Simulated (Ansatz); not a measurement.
Cost and result by functional for the surface energy of the (10-13) surface of hcp Lu in its 1x1 cell, outermost plane spacing 1.30 Å in the ideal cut, in Ansatz (plane waves, PAW). Single points on the PBE structure, on one kind of machine; costs are rough ratios of the slab run's core time (references not counted) to the cheapest single point. r2SCAN's cost holds its higher cutoff (500 against 420 eV). Differences are taken against r2SCAN for comparison alone: no measured value is at hand, so the table doesn't rank accuracy.

Model: 14-atom slab, 10.7 Å thick at the start, 11x4x1 mesh, Fermi-Dirac 0.1 eV, dipole correction, all atoms relaxed; held to the part of the start's symmetry that mesh and held atoms allow; no spin, no spin-orbit, no U. These notes are the PBE run's.

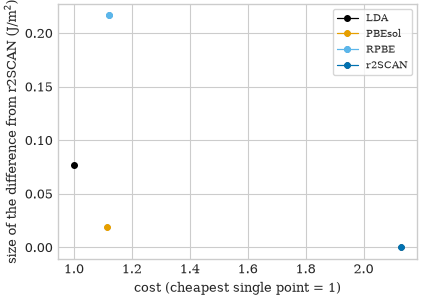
*Difference from r2SCAN against cost*

```csv
functional,relative cost,surface energy (J/m²),less r2SCAN (J/m²)
LDA,1,1.39,0.08
PBEsol,1,1.33,0.02
RPBE,1,1.10,-0.22
r2SCAN,2,1.31,0.00
PBE (the relaxed run's value),–,1.20,-0.11
```

The values span 0.29 J/m², while the single points' costs differ by a factor of roughly 2. Differences are of unrounded values.

Ansatz is an electronic-structure program.
